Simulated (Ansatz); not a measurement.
The parent structure is GaN in the zinc blende structure (space group F-43m, No. 216; a = 4.4981 Å).

Perturbation: a hydrostatic pressure of 9 GPa.

Computed with PBEsol (Ansatz, a program for electronic structure), scalar-relativistic without spin-orbit coupling.

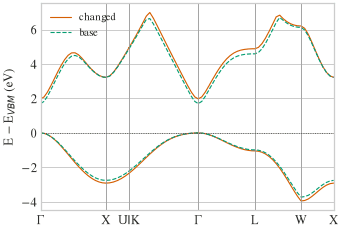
Fig. 1. Highest valence and lowest conduction band along the path, each from its own valence-band maximum

The gap is 1.98 eV, direct at Γ; the base has 1.70 eV.

Load acts through the strain it causes; cell and atoms are relaxed under it. Whether these cells are dynamically stable was not tested. Tetrahedral semiconductors of this kind turn to denser phases somewhere between about 1 and 50 GPa; those were not computed, so compressed cells here can lie past the real transition. This is not the structure that GaN has at room temperature and ambient pressure.
